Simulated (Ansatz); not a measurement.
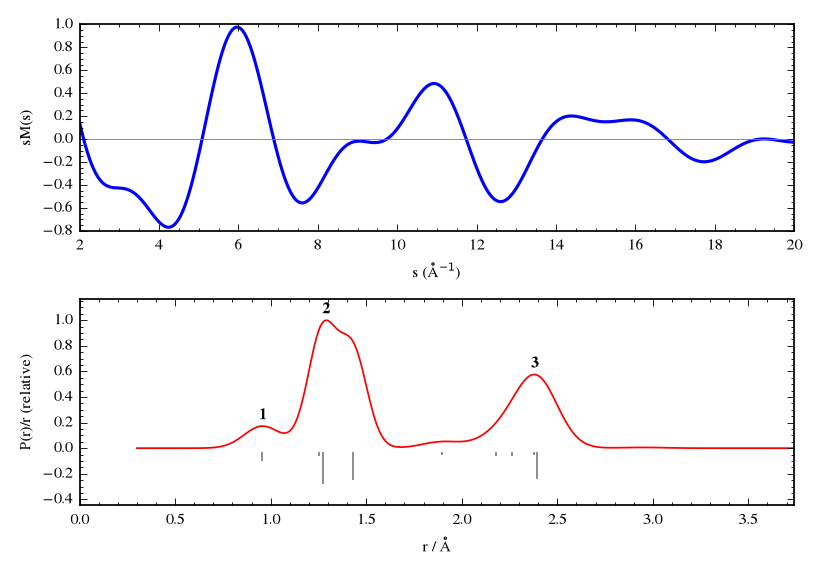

Simulated gas electron diffraction: reduced molecular intensity sM(s) from the Debye equation in the first Born approximation (top) and the radial distribution curve (bottom) of BH₂O₂ (charge -1, ignored in the scattering factors). Each pair of atoms contributes with weight ZᵢZⱼ/r (bars below the curve); damping constant 0.0015 Å²; vibrational amplitudes assumed, not computed: 0.05 Å for bonds, 0.078 Å for bonds to H, 0.06 + 0.015 r up to 0.15 Å for other pairs. The geometry is the end point of an optimisation (UKS BHLYP-D4/def2-SVP (Ansatz)); it may be a saddle point or a higher isomer.

### Read the positions of the numbered peaks and name the main pairs (– for bonds).

Peak 1, 0.96 Å: O–H 0.96 Å
Peak 2, 1.29 Å: O–B 1.27–1.43 Å (×2), not resolved
Peak 3, 2.38 Å: O···H 2.18–2.38 Å (×3), O···O 2.39 Å, not resolved
